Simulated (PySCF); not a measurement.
# CISD/STO-3G run of AlH3Cl− (SMILES [H][Al-]([H])([H])[Cl])

What is the energy change on altering one bond length of AlH3Cl− at CISD/STO-3G? Input form: a Python script.

The results are computed with PySCF 2.14.0.

11 further runs of the same task are left out: 2 that didn't finish, 9 set aside as unsound or not needed.

### Step 1. The structure to begin with

AlH3Cl−: 5 atoms, total charge -1, spin state singlet. SMILES: `[H][Al-]([H])([H])[Cl]`. Geometry: a GFN2-xTB relaxation, a rough one for these elements and not checked as a minimum.

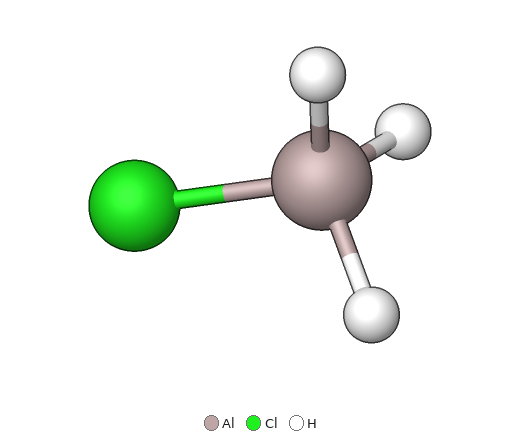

The structure, seen from a chosen angle (aluminium light grey, chlorine green, hydrogen white).

### Step 2. A single-point energy at CISD/STO-3G

The input, calc.py:

```python
from pyscf import gto, ci

molecule = gto.M(
    atom='''
Al      -0.002450       0.000420      -0.134210
Cl       0.013850      -0.018360       1.961810
H        1.532100       0.011680      -0.616990
H       -0.775390       1.334390      -0.590440
H       -0.768110      -1.328130      -0.620160
''',
    charge=-1,
    max_memory=1860,
    verbose=3,
    basis='sto-3g',
)

calc0 = molecule.RHF()
calc0.conv_tol = 1e-10
calc0.kernel()
if not calc0.converged:
    calc0 = calc0.newton().run(calc0.mo_coeff, calc0.mo_occ)

cisd = ci.CISD(calc0, frozen=10)
cisd.kernel()
etot = cisd.e_tot
print('E(%s) = %.9f' % ('CISD', etot))
```

Run with:

```sh
OMP_NUM_THREADS=1 python calc.py
```

Output:

```text
converged SCF energy = -695.309595832716
E(RCISD) = -695.3605406055131  E_corr = -0.05094477279748123
E(CISD) = -695.360540606
```

Run time: 1.1 s. Hardware: 1 thread of Intel Xeon Platinum 8259CL at 2.50GHz (Skylake/Cascade Lake), shared host; peak memory 0.12 GiB.

### Step 3. The distorted shape

The input, calc.py:

```python
from pyscf import gto, scf, ci

molecule = gto.M(
    atom='''
Al    -0.010790     0.007891    -1.045799
Cl     0.026173    -0.034695     3.707284
H      2.889089     0.029170    -1.958121
H     -1.471435     2.528729    -1.907949
H     -1.457678    -2.502704    -1.964111
''',
    basis='sto-3g',
    charge=-1,
    verbose=4,
    max_memory=1860,
    unit='bohr',
)

mf = scf.RHF(molecule)
mf.conv_tol = 1e-10
mf.kernel()
if not mf.converged:
    mf = mf.newton().run(mf.mo_coeff, mf.mo_occ)

cisd = ci.CISD(mf, frozen=10)
cisd.kernel()
energy = cisd.e_tot
print('E(%s) = %.9f' % ('CISD', energy))
```

Run with:

```sh
OMP_NUM_THREADS=1 python calc.py
```

Output:

```text
PySCF version 2.14.0

[INPUT] num. atoms = 5
[INPUT] num. electrons = 34
[INPUT] charge = -1
[INPUT] spin (= nelec alpha-beta = 2S) = 0
[INPUT] symmetry False subgroup None
[INPUT] Mole.unit = bohr
[INPUT] Symbol           X                Y                Z      unit          X                Y                Z       unit  Magmom
[INPUT]  1 Al    -0.005709822106   0.004175737371  -0.553412998003 AA   -0.010790000000   0.007891000000  -1.045799000000 Bohr   0.0
[INPUT]  2 Cl     0.013850155141  -0.018359803333   1.961810207208 AA    0.026173000000  -0.034695000000   3.707284000000 Bohr   0.0
[INPUT]  3 H      1.528840059120   0.015436099243  -1.036193009424 AA    2.889089000000   0.029170000000  -1.958121000000 Bohr   0.0
[INPUT]  4 H     -0.778649869350   1.338145759393  -1.009643130398 AA   -1.471435000000   2.528729000000  -1.907949000000 Bohr   0.0
[INPUT]  5 H     -0.771369978459  -1.324373922478  -1.039362780917 AA   -1.457678000000  -2.502704000000  -1.964111000000 Bohr   0.0

nuclear repulsion = 67.9480635348023
number of shells = 13
number of NR pGTOs = 63
number of NR cGTOs = 21
basis = sto-3g
ecp = {}

******** <class 'pyscf.scf.hf.RHF'> ********
method = RHF
initial guess = minao
damping factor = 0
level_shift factor = 0
DIIS = <class 'pyscf.scf.diis.CDIIS'>
diis_start_cycle = 1
diis_space = 8
diis_damp = 0
SCF conv_tol = 1e-10
SCF conv_tol_grad = None
SCF max_cycles = 50
direct_scf = True
direct_scf_tol = 1e-13
Set gradient conv threshold to 1e-05
Initial guess from minao.
init E= -694.260871719544
  HOMO = -0.317467440020335  LUMO = 0.175896112822068  gap/eV = 13.42511
cycle= 1 E= -695.272807097199  delta_E= -1.01  |g|= 0.152  |ddm|= 1.96
  HOMO = -0.052194899399236  LUMO = 0.575834459831864  gap/eV = 17.08955
cycle= 2 E= -695.28950758577  delta_E= -0.0167  |g|= 0.0388  |ddm|= 0.355
  HOMO = -0.0776715406482022  LUMO = 0.591449228424955  gap/eV = 18.20770
cycle= 3 E= -695.290685701921  delta_E= -0.00118  |g|= 0.00435  |ddm|= 0.108
  HOMO = -0.0797177383967494  LUMO = 0.588792731349253  gap/eV = 18.19110
cycle= 4 E= -695.290698089665  delta_E= -1.24e-05  |g|= 0.000376  |ddm|= 0.0114
  HOMO = -0.0796209435422521  LUMO = 0.588628178274056  gap/eV = 18.18398
cycle= 5 E= -695.290698177787  delta_E= -8.81e-08  |g|= 2.89e-05  |ddm|= 0.000955
  HOMO = -0.0796074738758864  LUMO = 0.588642810647739  gap/eV = 18.18402
cycle= 6 E= -695.290698178272  delta_E= -4.86e-10  |g|= 2.87e-06  |ddm|= 6.7e-05
  HOMO = -0.0796072442007794  LUMO = 0.588642754738541  gap/eV = 18.18401
cycle= 7 E= -695.290698178276  delta_E= -4.09e-12  |g|= 3.36e-07  |ddm|= 5.27e-06
  HOMO = -0.0796072243179781  LUMO = 0.588642694996597  gap/eV = 18.18401
Extra cycle  E= -695.290698178277  delta_E= -2.27e-13  |g|= 7.36e-08  |ddm|= 5.79e-07
converged SCF energy = -695.290698178277

******** <class 'pyscf.ci.cisd.RCISD'> ********
CISD nocc = 7, nmo = 11
frozen orbitals 10
max_cycle = 50
direct = 0
conv_tol = 1e-09
max_cycle = 50
max_space = 12
lindep = 0
nroots = 1
Init t2, MP2 energy = -0.0373874140338122
RCISD converged
E(RCISD) = -695.3435733187382  E_corr = -0.05287514046169589
E(CISD) = -695.343573319
```

It took 0.85 s on 1 thread of Intel Xeon Platinum 8259CL at 2.50GHz (Skylake/Cascade Lake), shared host; peak memory 0.11 GiB.

### Step 4. What came out

Level: CISD/STO-3G, 10 core orbitals frozen.

| quantity | value |
| --- | --- |
| first shape: total energy | -695.36054 Eh |
| first shape: HOMO energy (Hartree–Fock orbitals) | -2.13 eV |
| first shape: LUMO energy (Hartree–Fock orbitals) | 20.18 eV |
| first shape: HOMO–LUMO gap (to an unbound level, set by the basis) | 22.31 eV |
| first shape: correlation energy (10 core orbitals frozen) | -50.9 mEh |
| distorted shape: total energy | -695.34357 Eh |
| distorted shape: HOMO energy (Hartree–Fock orbitals) | -2.17 eV |
| distorted shape: LUMO energy (Hartree–Fock orbitals) | 16.02 eV |
| distorted shape: HOMO–LUMO gap (to an unbound level, set by the basis) | 18.18 eV |
| distorted shape: correlation energy (10 core orbitals frozen) | -52.9 mEh |
| energy change with the Al1–Cl2 bond stretched from 2.096 to 2.515 Å | 0.462 eV |

**Reading.** With the Al1–Cl2 bond stretched from 2.096 to 2.515 Å the energy rises by 0.46 eV (10.6 kcal/mol). The first shape isn't relaxed at this level, so the change isn't measured from a minimum. The minimal basis adds a large error of its own. Mulliken charges (distorted shape) of the mean-field density run from -0.74 on Cl2 to +0.82 on Al1.
